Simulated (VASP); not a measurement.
# SrMoO4: structure and properties in VASP, part 2 of 7

How well does PBEsol reproduce what experiment finds for SrMoO4? The cell is relaxed first, and properties follow on it. The start is a cell from a database of measured crystal structures.

VASP 6.6.1; PBEsol; plane waves and PAW (Sr_sv, Mo_sv, O).

So far: The structure; Relaxing cell and atoms (PBEsol).

**2. Relaxing cell and atoms (PBEsol) (continued)**

Step by step:

| step | energy less that of the first step (eV) | largest force (eV/Å) | pressure (GPa) | volume (Å³) |
| --- | --- | --- | --- | --- |
| 1 | 0.0000 | 2.2095 | 6.86 | 175.73 |
| 2 | 1.7960 | 3.6147 | -19.03 | 192.16 |
| 3 | -0.3228 | 0.1229 | -2.30 | 179.87 |
| 4 | -0.3239 | 0.2092 | -1.88 | 179.65 |
| 5 | -0.3239 | 0.2405 | -1.71 | 179.57 |
| 6 | -0.3677 | 0.1639 | -0.76 | 176.29 |
| 7 | -0.3832 | 0.0880 | 0.31 | 173.11 |
| 8 | -0.3832 | 0.0853 | 0.33 | 172.98 |
| 9 | -0.3813 | 0.1997 | -0.82 | 173.42 |
| 10 | -0.3840 | 0.0516 | -0.07 | 173.14 |
| 11 | -0.3850 | 0.0394 | -0.05 | 173.11 |
| 12 | -0.3865 | 0.0097 | 0.01 | 173.01 |
| 13 | -0.3865 | 0.0122 | 0.02 | 172.99 |
| 14 | -0.3867 | 0.0103 | -0.02 | 173.06 |
| 15 | -0.3868 | 0.0105 | -0.05 | 173.09 |
| 16 | -0.3866 | 0.0444 | 0.20 | 172.92 |
| 17 | -0.3868 | 0.0099 | 0.01 | 173.04 |

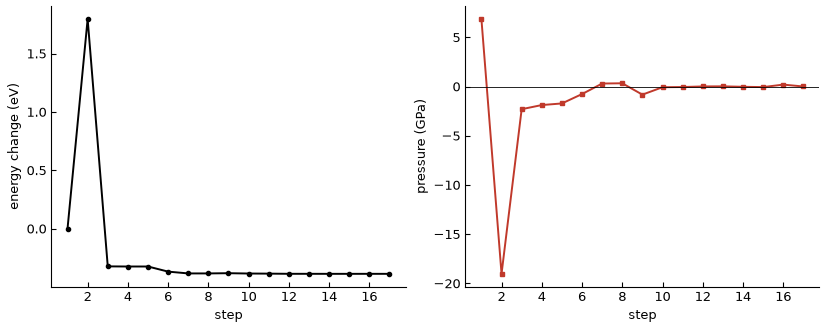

Energy and pressure along the relaxation.

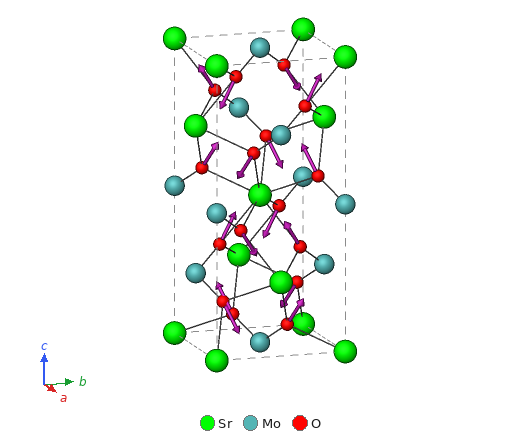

Displacements in the relaxation, exaggerated, measured against the changing cell; the longest in the cell stands for 0.05 Å. Some periodic images of atoms are drawn too.

| conventional cell, symmetrised | before | after | change |
| --- | --- | --- | --- |
| a (Å) | 5.403 | 5.390 | -0.2 % |
| b (Å) | 5.403 | 5.390 | -0.2 % |
| c (Å) | 12.041 | 11.911 | -1.1 % |
| volume (Å³/atom) | 14.64 | 14.42 | -1.5 % |

The atoms that moved most (Å, as changes of fractional coordinates times the final cell):

| atom | dx | dy | dz | length |
| --- | --- | --- | --- | --- |
| O11 | 0.029 | -0.015 | 0.043 | 0.054 |
| O7 | -0.029 | 0.015 | -0.043 | 0.054 |
| O10 | -0.015 | -0.029 | 0.043 | 0.054 |
| O6 | 0.015 | 0.029 | -0.043 | 0.054 |
| O12 | 0.015 | 0.029 | 0.043 | 0.054 |
| O8 | -0.015 | -0.029 | -0.043 | 0.054 |
| O5 | 0.029 | -0.015 | -0.043 | 0.054 |
| O9 | -0.029 | 0.015 | 0.043 | 0.054 |

The relaxed structure:

```xyz
12
Lattice="-5.3904 0.0000 0.0000 0.0000 5.3904 0.0000 2.6952 -2.6952 -5.9554" Properties=species:S:1:pos:R:3 pbc="T T T"
Sr   -2.6952    0.0000   -2.9777
Sr    0.0000    0.0000    0.0000
Mo    0.0000    2.6952   -2.9777
Mo   -2.6952    2.6952    0.0000
O     1.2784    1.9449   -3.9577
O    -1.9449    3.9736   -0.9800
O    -1.2784    3.4456   -3.9577
O    -3.4456    1.4168   -0.9800
O    -1.2784    0.7503   -4.9754
O    -0.7503    1.4168   -1.9977
O     1.2784   -0.7503   -4.9754
O     0.7503    3.9736   -1.9977
```

Numbers from this step:

```
electrons                       : 96
bands                           : 60
irreducible k-points            : 36
symmetry operations             : 8
free energy (TOTEN)             : -100.0440 eV
Fermi energy                    : 1.780 eV
pressure                        : 0.008590 GPa
metallic                        : no
valence top at k                : 0, 0, 0
conduction bottom at k          : 0, 0, 0
least direct gap at k           : 0, 0, 0
SCF cycles over all ionic steps : 133
gap on the k-mesh               : 3.699 eV
least direct gap on the k-mesh  : 3.699 eV
```

It ends with a largest force of 0.010 eV/Å and a pressure of 0.01 GPa. The volume lies -1.5 % from that of the database's start, which holds the thermal and zero-point expansion of its experiment.

**3. Second relaxation**

The basis stayed that of the start cell while the cell moved. A rerun from the cell reached resets it; the error of the finite cutoff stays.

Contents of INCAR:

```
SYSTEM = SrMoO4
PREC = Accurate
ENCUT = 520
EDIFF = 1E-06
NELM = 100
ISMEAR = 0
SIGMA = 0.05
LREAL = .FALSE.
ALGO = Normal
GGA = PS
NBANDS = 60
LASPH = .TRUE.
LORBIT = 11
LWAVE = .FALSE.
LCHARG = .FALSE.
KPAR = 8
IBRION = 2
NSW = 60
ISIF = 3
EDIFFG = -0.01
```

Contents of POSCAR:

```
SrMoO4
1.0
   -5.3904026658      0.0000000004      0.0000000000
    0.0000000004      5.3904026658      0.0000000000
    2.6952013327     -2.6952013331     -5.9554106062
Sr Mo O
2 2 8
Direct
    0.7500000000      0.2500000000      0.5000000000
    0.0000000000      0.0000000000      0.0000000000
    0.2500000000      0.7500000000      0.5000000000
    0.5000000000      0.5000000000      0.0000000000
    0.0951263156      0.6930795926      0.6645611224
    0.4430795926      0.8194348068      0.1645611224
    0.5694348068      0.9714815298      0.6645611224
    0.7214815298      0.3451263156      0.1645611224
    0.6548736844      0.5569204074      0.8354388776
    0.3069204074      0.4305651932      0.3354388776
    0.1805651932      0.2785184702      0.8354388776
    0.0285184702      0.9048736844      0.3354388776
```

Contents of KPOINTS:

```
Automatic mesh
0
Gamma
6 6 6
0 0 0
```

Potentials, in the order of the species: Sr_sv, Mo_sv and O (PBE family, release 64).

The run is started by

```
mpirun -np 8 vasp_std
```

Log:

```text
[banner, memory and clock lines left out]
running    8 mpi-ranks, on    1 nodes
 distrk:  each k-point on    1 cores,    8 groups
 distr:  one band on    1 cores,    1 groups

 POSCAR found type information on POSCAR SrMoO
 POSCAR found :  3 types and      12 ions
 [... a notice as in an earlier step ...]

 [... a notice as in an earlier step ...]

 LDA part: xc-table for (Slater+PW92), standard interpolation
 POSCAR, INCAR and KPOINTS ok, starting setup
 FFT: planning ... GRIDC
 FFT: planning ... GRID_SOFT
 FFT: planning ... GRID
 WAVECAR not read
 entering main loop
       N       E                     dE             d eps       ncg     rms          rms(c)
DAV:   1     0.834799199835E+03    0.83480E+03   -0.55509E+04  4344   0.158E+03
DAV:   2    -0.675152426577E+02   -0.90231E+03   -0.87437E+03  5308   0.409E+02
DAV:   3    -0.120425702689E+03   -0.52910E+02   -0.52590E+02  5988   0.996E+01
DAV:   4    -0.121767927585E+03   -0.13422E+01   -0.13401E+01  6360   0.136E+01
DAV:   5    -0.121798851438E+03   -0.30924E-01   -0.30916E-01  5852   0.185E+00    0.922E+01
DAV:   6    -0.102590733073E+03    0.19208E+02   -0.12257E+02  4928   0.545E+01    0.243E+01
DAV:   7    -0.101101985329E+03    0.14887E+01   -0.36048E+01  4816   0.307E+01    0.275E+01
DAV:   8    -0.100057420384E+03    0.10446E+01   -0.32689E+00  4956   0.117E+01    0.194E+00
DAV:   9    -0.100038417315E+03    0.19003E-01   -0.19115E-01  5184   0.214E+00    0.877E-01
DAV:  10    -0.100040225437E+03   -0.18081E-02   -0.43002E-02  6280   0.981E-01    0.326E-01
DAV:  11    -0.100040439473E+03   -0.21404E-03   -0.51315E-03  5100   0.343E-01    0.187E-01
DAV:  12    -0.100040631905E+03   -0.19243E-03   -0.58947E-04  5960   0.111E-01    0.406E-02
DAV:  13    -0.100040681295E+03   -0.49390E-04   -0.11429E-04  5200   0.588E-02    0.273E-02
DAV:  14    -0.100040682872E+03   -0.15765E-05   -0.14052E-05  5232   0.190E-02    0.129E-02
DAV:  15    -0.100040683865E+03   -0.99357E-06   -0.32966E-06  4008   0.899E-03
   1 F= -.10004068E+03 E0= -.10004068E+03  d E =-.100041E+03
 curvature:   0.00 expect dE= 0.000E+00 dE for cont linesearch  0.000E+00
 trial: gam= 0.00000 g(F)=  0.391E-04 g(S)=  0.358E-05 ort = 0.000E+00 (trialstep = 0.100E+01)
 search vector abs. value=  0.427E-04
 bond charge predicted
       N       E                     dE             d eps       ncg     rms          rms(c)
DAV:   1    -0.100040691678E+03   -0.88066E-05   -0.10969E-02  4560   0.481E-01    0.125E-01
DAV:   2    -0.100040699406E+03   -0.77279E-05   -0.20267E-04  5144   0.665E-02    0.583E-02
DAV:   3    -0.100040695019E+03    0.43872E-05   -0.12108E-05  4920   0.192E-02    0.707E-03
DAV:   4    -0.100040694677E+03    0.34230E-06   -0.14370E-06  3008   0.563E-03
   2 F= -.10004069E+03 E0= -.10004069E+03  d E =-.108115E-04
 trial-energy change:   -0.000011  1 .order   -0.000011   -0.000043    0.000021
 step:   0.6683(harm=  0.6683)  dis= 0.00030  next Energy=  -100.040698 (dE=-0.143E-04)
 bond charge predicted
       N       E                     dE             d eps       ncg     rms          rms(c)
DAV:   1    -0.100040697102E+03   -0.20832E-05   -0.12110E-03  4560   0.160E-01    0.417E-02
DAV:   2    -0.100040697820E+03   -0.71732E-06   -0.23228E-05  5100   0.225E-02    0.201E-02
DAV:   3    -0.100040697256E+03    0.56343E-06   -0.12604E-06  2628   0.685E-03
   3 F= -.10004070E+03 E0= -.10004070E+03  d E =-.133909E-04
 curvature:  -0.33 expect dE=-0.210E-04 dE for cont linesearch -0.318E-08
 trial: gam= 1.45484 g(F)=  0.331E-04 g(S)=  0.297E-04 ort = 0.638E-06 (trialstep = 0.257E+00)
 search vector abs. value=  0.155E-03
 reached required accuracy - stopping structural energy minimisation
```

Wall time 97 s (8 MPI ranks of Intel Xeon Platinum 8259CL at 2.50GHz (Skylake/Cascade Lake), shared host); peak memory 4.4 GiB; 13 min of CPU time.

Parts of OUTCAR (step 3):

```text
  LATTYP: Found a body centered tetragonal cell.
 ALAT       =     5.3904026658
 C/A-ratio  =     2.2096347807

 Found     36 irreducible k-points:

   ENCUT  =  520.0 eV  38.22 Ry    6.18 a.u.  10.02 10.02 13.15*2*pi/ulx,y,z

   NELECT =      96.0000    total number of electrons

 E-fermi :   1.7793

 k-point     1 :       0.0000    0.0000    0.0000
  band No.  band energies     occupation
    ...
     44       0.6811      2.00000
     45       0.8556      2.00000
     46       1.2689      2.00000
     47       1.5760      2.00000
     48       1.5760      2.00000
     49       5.2721      0.00000
     50       5.5937      0.00000
     51       5.9119      0.00000
     52       5.9432      0.00000
     53       7.2683      0.00000
    ...

 k-point     2 :       0.1667    0.0000    0.0000
  band No.  band energies     occupation
    ...
     44       0.7780      2.00000
     45       0.8574      2.00000
     46       1.2812      2.00000
     47       1.4953      2.00000
     48       1.5101      2.00000
     49       5.3525      0.00000
     50       5.6252      0.00000
     51       5.8698      0.00000
     52       5.9692      0.00000
     53       7.2650      0.00000
    ...

  Total       -0.0551468     -0.0551468     -0.0361209      0.0000000      0.0000000      0.0000000
  in kB       -0.5105418     -0.5105418     -0.3344025      0.0000001      0.0000000      0.0000000
  external PRESSURE =      -0.4518287 kB  Pullay stress =       0.0000000 kB

  energy-cutoff  :      520.00
  volume of cell :      173.06
      direct lattice vectors                 reciprocal lattice vectors
    -5.390475661  0.000000000  0.000000000    -0.185512386  0.000000000 -0.083950729
     0.000000000  5.390475661  0.000000000     0.000000000  0.185512386 -0.083950729
     2.695237830 -2.695237830 -5.955874446     0.000000000  0.000000000 -0.167901457

 POSITION                                       TOTAL-FORCE (eV/Angst)
 -----------------------------------------------------------------------------------
     -2.69524      0.00000     -2.97794         0.000000     -0.000000     -0.000000
      0.00000      0.00000     -0.00000         0.000000      0.000000     -0.000000
      0.00000      2.69524     -2.97794         0.000000     -0.000000     -0.000000
     -2.69524      2.69524     -0.00000         0.000000      0.000000     -0.000000
      1.27841      1.94458     -3.95816        -0.007489     -0.004256      0.003403
     -1.94458      3.97365     -0.98022         0.004256     -0.007489      0.003403
     -1.27841      3.44590     -3.95816         0.007489      0.004256      0.003403
     -3.44590      1.41682     -0.98022        -0.004256      0.007489      0.003403
     -1.27841      0.75066     -4.97565         0.007489      0.004256     -0.003403
     -0.75066      1.41682     -1.99772        -0.004256      0.007489     -0.003403
      1.27841     -0.75066     -4.97565        -0.007489     -0.004256     -0.003403
      0.75066      3.97365     -1.99772         0.004256     -0.007489     -0.003403
 -----------------------------------------------------------------------------------
    total drift:                               -0.000000     -0.000000      0.000000

  FREE ENERGIE OF THE ION-ELECTRON SYSTEM (eV)
  ---------------------------------------------------
  free  energy   TOTEN  =      -100.0406972563 eV

  energy  without entropy=     -100.0406972563  energy(sigma->0) =     -100.04069726

 total charge
# of ion       s       p       d       tot
------------------------------------------
    1        1.998   5.768   0.192   7.958
    2        1.998   5.768   0.192   7.958
    3        2.464   6.365   4.047  12.876
    4        2.464   6.365   4.047  12.876
    5        1.577   3.438   0.000   5.015
    6        1.577   3.438   0.000   5.015
    7        1.577   3.438   0.000   5.015
    8        1.577   3.438   0.000   5.015
    9        1.577   3.438   0.000   5.015
   10        1.577   3.438   0.000   5.015
   11        1.577   3.438   0.000   5.015
   12        1.577   3.438   0.000   5.015
--------------------------------------------------
tot         21.541  51.771   8.477  81.790

[... 5 parts as in an earlier step ...]

[... 7 further parts left out ...]
```

Little changed from the start: no atom moved by 0.005 Å and no cell edge by 0.1 %.

Numbers from this step:

| Item | Value |
| --- | --- |
| free energy (TOTEN) | -100.0407 eV |
| Fermi energy | 1.779 eV |
| pressure | -0.04518 GPa |
| SCF cycles over all ionic steps | 22 |
| gap on the k-mesh | 3.696 eV |
| least direct gap on the k-mesh | 3.696 eV |

It ends with a largest force of 0.009 eV/Å and a pressure of -0.05 GPa. The volume moved by only 0.01 %, so the volume is settled.

[end of part 2 of 7]

[Lines on the potential files, build, host, timing and source positions are cut from VASP's logs without a mark.]

[Logs are printed without paths, hosts, clocks, repeated set-up lines and the standing remarks that a program may print on its own settings, such as how far it seeks lower states.]

[Hosts, paths, dates, database ids (printed as entryN), source tags and the programs' standing remarks are cut or masked in the printed files.]

[A measured line is paired with the nearest computed mode of its activity, which favours agreement.]
